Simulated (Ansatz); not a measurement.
Start from SnO2 in the rutile structure (space group P4_2/mnm, No. 136; a = 4.8276 Å, c = 3.2381 Å).

It is then changed as follows: cell and atoms relaxed at a pressure of 2.1 GPa.

The values are results of PBE (Ansatz, a quantum-chemistry and plane-wave program; PAW; 420 eV plane waves; no spin-orbit coupling), not measurements.

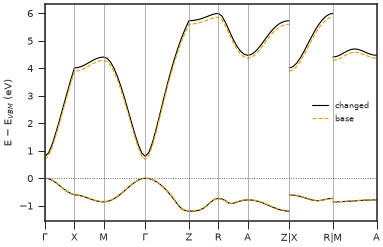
Figure: Highest valence and lowest conduction band along the path, each from its own valence-band maximum

Q: From the figure, how large is the changed gap, and is it direct?

A: About 0.8 eV, direct at Γ.

Load acts through the strain it causes; cell and atoms are relaxed under it. Whether these cells are dynamically stable was not tested.
